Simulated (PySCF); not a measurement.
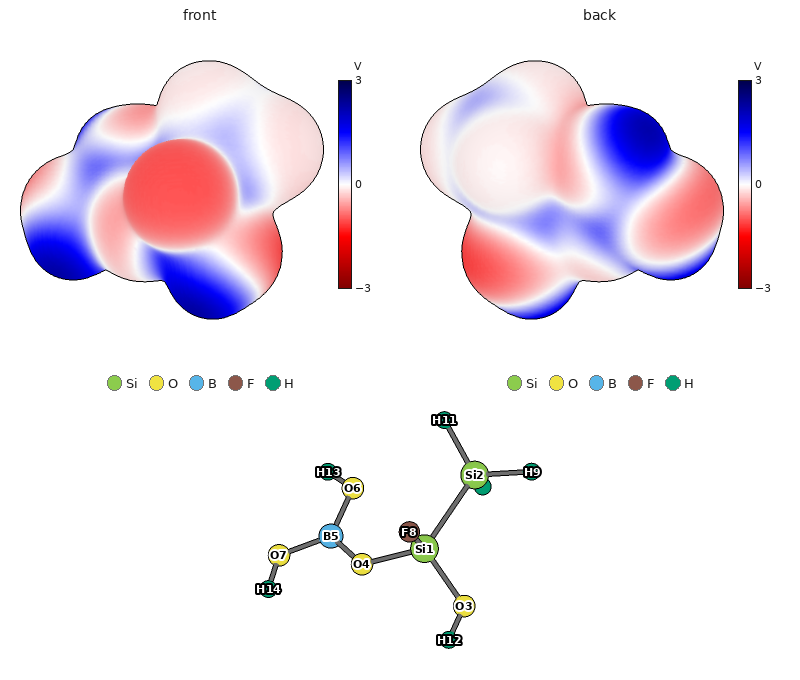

BFH6O4Si2 (SMILES OB(O)O[Si](O)(F)[SiH3]). The molecular electrostatic potential painted on the density surface at 0.001 e/bohr³, seen from the front and from behind; red is negative and blue positive. The bare structure is drawn below in the same view.

Geometry: PBE0-D3(BJ)/def2-SVP.

All numbers below come from PBE0/pcSseg-1, SCF density, gas phase, non-relativistic (PySCF 2.14.0).

```yaml
atoms:
  - { symbol: Si, position_ang: [-0.5608, 1.0314, -0.3759] }
  - { symbol: Si, position_ang: [-1.8462, -0.2691, 1.0640] }
  - { symbol: O, position_ang: [-1.3874, 1.2535, -1.7813] }
  - { symbol: O, position_ang: [0.9537, 0.4382, -0.7287] }
  - { symbol: B, position_ang: [1.6565, -0.5948, -0.1729] }
  - { symbol: O, position_ang: [1.0684, -1.3504, 0.7984] }
  - { symbol: O, position_ang: [2.9218, -0.8821, -0.5816] }
  - { symbol: F, position_ang: [-0.2784, 2.4845, 0.2948] }
  - { symbol: H, position_ang: [-3.2078, 0.3460, 1.1407] }
  - { symbol: H, position_ang: [-1.9736, -1.6599, 0.5414] }
  - { symbol: H, position_ang: [-1.2444, -0.2723, 2.4280] }
  - { symbol: H, position_ang: [-0.9724, 1.7854, -2.4682] }
  - { symbol: H, position_ang: [1.6426, -2.0527, 1.1187] }
  - { symbol: H, position_ang: [3.2211, -0.2724, -1.2631] }
```

Where is the surface potential most negative and most positive?

Answer. The most negative region (about −1.1 V) lies over O3, the most positive (about +2.1 V) over H12, H13 and H14. O3 is the likeliest acceptor of a hydrogen bond.

What dipole moment does the calculation give?

Answer. Its dipole moment is 2.31 D.
